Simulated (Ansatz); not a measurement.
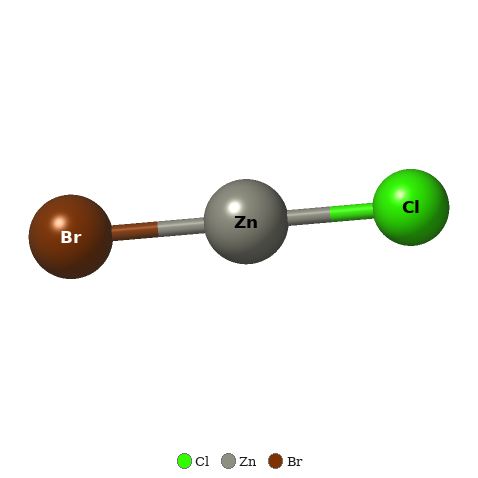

Charge 0, singlet. The geometry was computed by an optimisation with PBE0-D4/def2-TZVP. No frequency run is at hand to confirm it as a minimum.

What is the coordination number of the metal, and which atoms bind to it?

Zn binds 2 atoms: 1 Cl at 2.09 Å, 1 Br at 2.22 Å. The arrangement is linear.

Give the formal oxidation state and the d-electron count.

Zn(II), d¹⁰, counting the ligands as closed-shell ions or neutral donors.
